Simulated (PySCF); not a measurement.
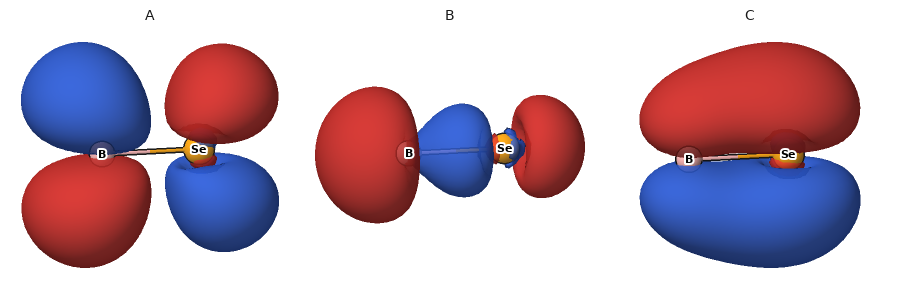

Figure 1: BSe (doublet). Three frontier α-spin orbitals, each drawn at the value that holds 80 % of its norm (blue and red are the two phases), in no order; of a degenerate pair one member is drawn.

Computed with PBE0/def2-TZVPP, non-relativistic Hamiltonian with scalar-relativistic core potentials where named, at a bond length of 1.744 Å (PySCF 2.14.0).

Name the orbitals and rank them from lowest to highest energy.

Orbital B: σ, occupied in this spin, −8.51 eV; shared between the atoms (B 70 %, Se 30 %).
Orbital C: π, occupied in this spin, −8.22 eV; mainly on Se (70 %).
Orbital A: π, empty in this spin, −1.88 eV; antibonding, with a node between the atoms.
